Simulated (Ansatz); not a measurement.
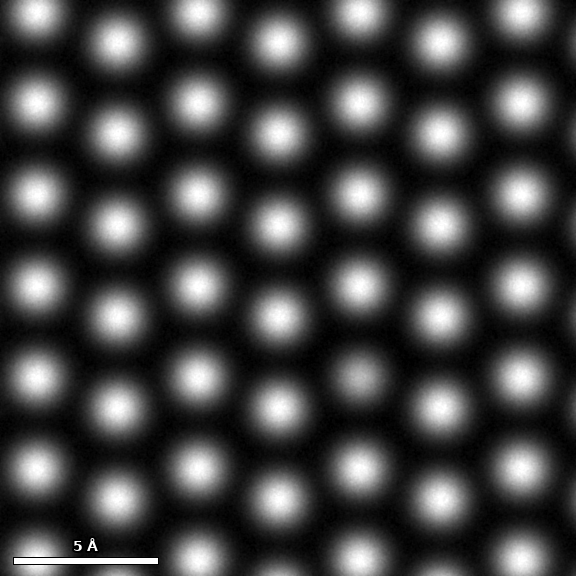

HAADF-like image of Y (P6_3/mmc, No. 194) along [100]. Simulation: incoherent imaging, intensity Z^1.8 per atom, probe width 1.30 Å, thin sample. The probe carries 15 % of its weight in a tail 2.5 times as wide. The display is stretched by a gamma of 0.8; percentages refer to the linear signal. Shot noise was added.

The sample is 3 repeats (11.1 Å) thick. One point defect was put into the perfect crystal, without relaxing the atoms around it. Brightness is counted from the darkest point of the image. Host structure: the end point of a relaxation at fixed volume with Ansatz 0.2.0, DFT HSE06, scalar-relativistic, plane waves, PAW.

### Where is the defect (in Å from the left and the top edge), and what does its contrast suggest?

At about 13 Å from the left and 13 Å from the top. The column is dimmer, which points to a vacancy or a lighter atom. The column holds 3 atoms (Y) through the sample, and one Y atom is missing, so its peak drops to about 65 % of that of its equals.
